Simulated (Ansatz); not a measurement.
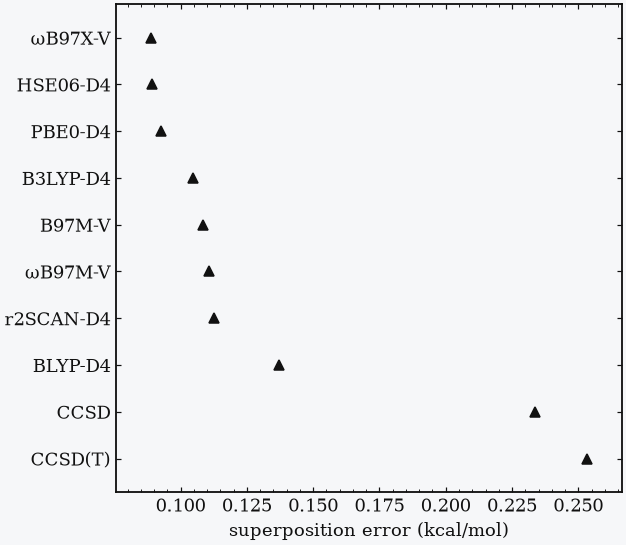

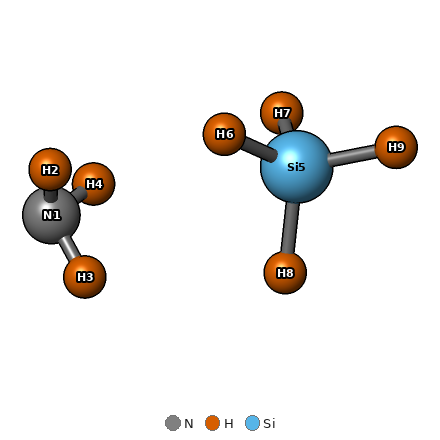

Basis-set superposition error of the pair H₃N and H₄Si at one optimised PBE0-D4 geometry, drawn, with the closest contact H3···Si5 3.43 Å and its like (H···H pairs aside; other arrangements can bind more strongly; the cost of deforming the partners isn't counted), def2-TZVPPD, the Ansatz code 0.2.0; cores frozen in correlated methods.

> What range do the values span?

From 0.09 kcal/mol (ωB97X-V) to 0.25 kcal/mol (CCSD(T)).

> Give the values.

| level | kcal/mol |
| --- | --- |
| ωB97X-V | 0.09 |
| HSE06-D4 | 0.09 |
| PBE0-D4 | 0.09 |
| B3LYP-D4 | 0.10 |
| B97M-V | 0.11 |
| ωB97M-V | 0.11 |
| r2SCAN-D4 | 0.11 |
| BLYP-D4 | 0.14 |
| CCSD | 0.23 |
| CCSD(T) | 0.25 |
